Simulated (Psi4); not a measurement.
**SiCl3F: single-point calculation (part 2 of 2)**

Continued. System: SiCl3F, multiplicity 3, SMILES F[Si](Cl)(Cl)Cl. Method: CCSD/cc-pVDZ, UHF (Psi4 1.11). The geometry is that of the parent species in another charge or spin state. The geometry comes from this level: PBE0-D4/def2-TZVP.

Geometry of the input (Å):
```
F  0.8650  -0.9168  1.0502
Si 0.0346  -0.0367  0.0420
Cl -1.6065  0.6405  0.9938
Cl -0.4826  -1.1879  -1.5280
Cl 1.1894  1.5008  -0.5581
```

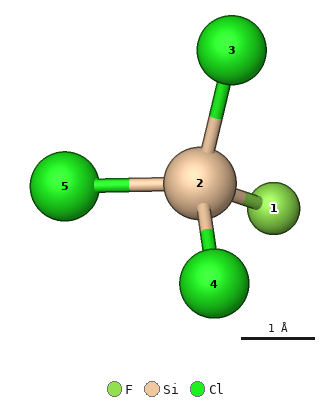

The structure as given in the input (ball-and-stick view, seen at a tilt; atoms are numbered from 1 in the order of the input).

## Log, continued
```
	IRREP	# MOs	# FZDC	# DOCC	# SOCC	# VIRT	# FZVR
	-----	-----	------	------	------	------	------
	 A	   86	    21	    15	    2	    48	    0
	Transforming integrals...
	IWL integrals will be deleted.
	(OO|OO)...
	Presorting SO-basis two-electron integrals.
	Sorting File: SO Ints (nn|nn) nbuckets = 1
	Constructing frozen core operators
	Starting AA/AB first half-transformation.
	Sorting AA/AB half-transformed integrals.
	Starting BB first half-transformation.
	Sorting BB half-transformed integrals.
	First half integral transformation complete.
	Starting AA second half-transformation.
	Starting AB second half-transformation.
	Starting BB second half-transformation.
	Two-electron integral transformation complete.
	(OO|OV)...
	Starting AA second half-transformation.
	Starting AB second half-transformation.
	Starting BB second half-transformation.
	Two-electron integral transformation complete.
	(OO|VV)...
	Starting AA second half-transformation.
	Starting AB second half-transformation.
	Starting BB second half-transformation.
	Two-electron integral transformation complete.
	(OV|OO)...
	Starting AA/AB first half-transformation.
	Sorting AA/AB half-transformed integrals.
	Starting BB first half-transformation.
	Sorting BB half-transformed integrals.
	First half integral transformation complete.
	Starting AA second half-transformation.
	Starting AB second half-transformation.
	Starting BB second half-transformation.
	Two-electron integral transformation complete.
	(OV|OV)...
	Starting AA second half-transformation.
	Starting AB second half-transformation.
	Starting BB second half-transformation.
	Two-electron integral transformation complete.
	(OV|VV)...
	Starting AA second half-transformation.
	Starting AB second half-transformation.
	Starting BB second half-transformation.
	Two-electron integral transformation complete.
	(VV|OO)...
	Starting AA/AB first half-transformation.
	Sorting AA/AB half-transformed integrals.
	Starting BB first half-transformation.
	Sorting BB half-transformed integrals.
	First half integral transformation complete.
	Starting AA second half-transformation.
	Starting AB second half-transformation.
	Starting BB second half-transformation.
	Two-electron integral transformation complete.
	(VV|OV)...
	Starting AA second half-transformation.
	Starting AB second half-transformation.
	Starting BB second half-transformation.
	Two-electron integral transformation complete.
	(VV|VV)...
	Starting AA second half-transformation.
	Starting AB second half-transformation.
	Starting BB second half-transformation.
	Two-electron integral transformation complete.
	Frozen core energy     =  -2064.85518547973788

	Size of irrep 0 of <AB|CD> integrals:      1.272 (MW) /     10.179 (MB)
	Total:                                     1.272 (MW) /     10.179 (MB)

	Size of irrep 0 of <ab|cd> integrals:      1.501 (MW) /     12.005 (MB)
	Total:                                     1.501 (MW) /     12.005 (MB)

	Size of irrep 0 of <Ab|Cd> integrals:      5.760 (MW) /     46.080 (MB)
	Total:                                     5.760 (MW) /     46.080 (MB)

	Size of irrep 0 of <IA|BC> integrals:      1.880 (MW) /     15.041 (MB)
	Total:                                     1.880 (MW) /     15.041 (MB)

	Size of irrep 0 of <ia|bc> integrals:      1.875 (MW) /     15.000 (MB)
	Total:                                     1.875 (MW) /     15.000 (MB)

	Size of irrep 0 of <Ia|Bc> integrals:      2.040 (MW) /     16.320 (MB)
	Total:                                     2.040 (MW) /     16.320 (MB)

	Size of irrep 0 of <iA|bC> integrals:      1.728 (MW) /     13.824 (MB)
	Total:                                     1.728 (MW) /     13.824 (MB)

	Size of irrep 0 of tIjAb amplitudes:       0.612 (MW) /      4.896 (MB)
	Total:                                     0.612 (MW) /      4.896 (MB)

	Nuclear Rep. energy          =    451.58721925681652
	SCF energy                   =  -1766.75852517515068
	One-electron energy          =   -283.12233698297598
	Two-electron (AA) energy     =     32.84859953240166
	Two-electron (BB) energy     =     25.56664060302890
	Two-electron (AB) energy     =     71.21653789530534
	Two-electron energy          =    129.63177803073592
	Reference energy             =  -1766.75852517516137

	total time  =         11 seconds =       0.18 minutes
            **************************
            *                        *
            *        CCENERGY        *
            *                        *
            **************************

    Nuclear Rep. energy (wfn)     =  451.587219256816525
    SCF energy          (wfn)     = -1766.758525175150680
    Reference energy    (file100) = -1766.758525175161367

    Input parameters:
    -----------------
    Wave function   =     CCSD
    Reference wfn   =     UHF
    Brueckner       =     No
    Memory (Mbytes) =     2200.0
    Maxiter         =    100
    R_Convergence   =     1.0e-07
    E_Convergence   =     1.0e-09
    Restart         =     Yes
    DIIS            =     Yes
    AO Basis        =     NONE
    ABCD            =     NEW
    Cache Level     =     2
    Cache Type      =     LRU
    Print Level     =     1
    Num. of threads =     1
    # Amps to Print =     10
    Print MP2 Amps? =     No
    Analyze T2 Amps =     No
    Print Pair Ener =     No
    Local CC        =     No
    SCS-MP2         =     False
    SCSN-MP2        =     False
    SCS-CCSD        =     False

MP2 correlation energy -0.6975189560399324
                Solving CC Amplitude Equations
                ------------------------------
  Iter             Energy              RMS        T1Diag      D1Diag    New D1Diag    D2Diag
  ----     ---------------------    ---------   ----------  ----------  ----------   --------
     0        -0.697518956039932    0.000e+00    0.000000    0.000000    0.000000    0.000000
     1        -0.713273535773497    1.055e-01    0.014788    0.000000    0.000000    0.000000
     2        -0.728573080371760    3.942e-02    0.017274    0.000000    0.000000    0.000000
     3        -0.732983272223873    2.607e-02    0.022468    0.000000    0.000000    0.000000
     4        -0.732925049828284    1.569e-02    0.026464    0.000000    0.000000    0.000000
     5        -0.733021929529624    1.093e-02    0.031549    0.000000    0.000000    0.000000
     6        -0.733383749136256    5.576e-03    0.034817    0.000000    0.000000    0.000000
     7        -0.733468010353085    1.880e-03    0.035557    0.000000    0.000000    0.000000
     8        -0.733494242707676    6.354e-04    0.035812    0.000000    0.000000    0.000000
     9        -0.733485723117236    2.106e-04    0.035794    0.000000    0.000000    0.000000
    10        -0.733485600528825    7.950e-05    0.035822    0.000000    0.000000    0.000000
    11        -0.733486316608152    2.749e-05    0.035816    0.000000    0.000000    0.000000
    12        -0.733487242052080    8.702e-06    0.035817    0.000000    0.000000    0.000000
    13        -0.733487388050417    3.190e-06    0.035817    0.000000    0.000000    0.000000
    14        -0.733487532639009    1.664e-06    0.035817    0.000000    0.000000    0.000000
    15        -0.733487551530126    1.161e-06    0.035817    0.000000    0.000000    0.000000
    16        -0.733487572602333    9.461e-07    0.035817    0.000000    0.000000    0.000000
    17        -0.733487574802383    8.818e-07    0.035817    0.000000    0.000000    0.000000
    18        -0.733487570805556    8.050e-07    0.035817    0.000000    0.000000    0.000000
    19        -0.733487568500056    6.226e-07    0.035817    0.000000    0.000000    0.000000
    20        -0.733487561018445    3.759e-07    0.035817    0.000000    0.000000    0.000000
    21        -0.733487560410020    3.102e-07    0.035817    0.000000    0.000000    0.000000
    22        -0.733487566556638    2.502e-07    0.035817    0.000000    0.000000    0.000000
    23        -0.733487566980473    1.951e-07    0.035817    0.000000    0.000000    0.000000
    24        -0.733487568853250    1.327e-07    0.035817    0.000000    0.000000    0.000000
    25        -0.733487565863603    6.628e-08    0.035817    0.000000    0.000000    0.000000
    26        -0.733487565371817    2.191e-08    0.035817    0.000000    0.000000    0.000000
    27        -0.733487565648381    1.310e-08    0.035817    0.000000    0.000000    0.000000

    Iterations converged.

    Largest TIA Amplitudes:
             16   0         0.1670551124
             16   6        -0.0420821045
              6   1        -0.0254504202
              5   2         0.0254499263
              9   1         0.0199475575
              8   2         0.0199475071
              4   0        -0.0194669464
             12   0         0.0191142356
             16   3         0.0138817239
             11   1        -0.0137667546

    Largest Tia Amplitudes:
             10   4         0.0234205101
              7   4        -0.0214135957
              4   1        -0.0207825849
              6   2        -0.0191894741
              5   3         0.0191892523
             14   2        -0.0185293797
             13   3        -0.0185287616
             13  14         0.0167297151
             14  15         0.0167284141
              7   1         0.0129816692

    Largest TIJAB Amplitudes:
      6   5  44  43        -0.0129170620
      6   5  41  40        -0.0113679537
     13  12  23  22         0.0086720603
     12   7   3   0        -0.0078725759
     16  13   2   1         0.0078016645
     16  12   3   0         0.0077129443
      6   4  40  39        -0.0075621181
      5   4  41  39         0.0075621047
     15  13  23  21         0.0074298000
     14  13  22  21         0.0074288921

    Largest Tijab Amplitudes:
     14  13   1   0        -0.0301602391
     14  13   4   0         0.0250816108
     14   9   1   0         0.0230726983
     13   8   1   0        -0.0230699890
     14  12   4   0         0.0216184789
     13  11   4   0        -0.0216158421
      6   5  46  45        -0.0136113869
     14   8   3   0        -0.0117404041
     14   9   2   0        -0.0117394603
     13   8   2   0        -0.0117387539

    Largest TIjAb Amplitudes:
     16  13   1   0        -0.0939195475
     16  14   2   0         0.0939149746
     16  14   4   0        -0.0583838612
     16  13   5   0         0.0583809379
     13  14   1   0        -0.0353770078
     13  13   2   0        -0.0353733862
     15  14   0   0        -0.0257665857
     14  13   0   0         0.0257644838
     16  14  10   0        -0.0228898468
     16  13   9   0         0.0228870812

    SCF energy       (wfn)                    = -1766.758525175150680
    Reference energy (file100)                = -1766.758525175161367

    Opposite-spin MP2 correlation energy      =   -0.499469214889339
    Same-spin MP2 correlation energy          =   -0.198049741150593
    Singles MP2 correlation energy            =   -0.000000000000000
    MP2 correlation energy                    =   -0.697518956039932
      * MP2 total energy                      = -1767.456044131201224

    Opposite-spin CCSD correlation energy     =   -0.550418252962385
    Same-spin CCSD correlation energy         =   -0.183069312685996
    Singles CCSD correlation energy           =   -0.000000000000000
    CCSD correlation energy                   =   -0.733487565648381
      * CCSD total energy                     = -1767.492012740809741

    Psi4 run time: 0:05:31.75
```

## File result.json
```
{
 "driver": "energy",
 "model": {
  "method": "ccsd",
  "basis": "cc-pVDZ"
 },
 "success": true,
 "return_result": -1767.4920127408097,
 "properties": {
  "calcinfo_nbasis": 86,
  "calcinfo_nmo": 86,
  "calcinfo_nalpha": 38,
  "calcinfo_nbeta": 36,
  "calcinfo_natom": 5,
  "nuclear_repulsion_energy": 451.5872192568165,
  "return_energy": -1767.4920127408097,
  "scf_one_electron_energy": -3345.918714735329,
  "scf_two_electron_energy": 1127.5729703033621,
  "scf_dipole_moment": [-0.0910421822141334, 0.09638998340686022, -0.11054491397971944],
  "scf_total_energy": -1766.7585251751507,
  "scf_iterations": 18,
  "mp2_same_spin_correlation_energy": -0.19804974115059304,
  "mp2_opposite_spin_correlation_energy": -0.49946921488933943,
  "mp2_singles_energy": -1.0864907434721527e-27,
  "mp2_doubles_energy": -0.6975189560399324,
  "mp2_correlation_energy": -0.6975189560399324,
  "mp2_total_energy": -1767.4560441312012,
  "ccsd_same_spin_correlation_energy": -0.18306931268599627,
  "ccsd_opposite_spin_correlation_energy": -0.5504182529623847,
  "ccsd_singles_energy": -1.6561253462485316e-16,
  "ccsd_doubles_energy": -0.7334875656483809,
  "ccsd_correlation_energy": -0.7334875656483811,
  "ccsd_total_energy": -1767.4920127408097,
  "ccsd_iterations": 27
 }
}
```
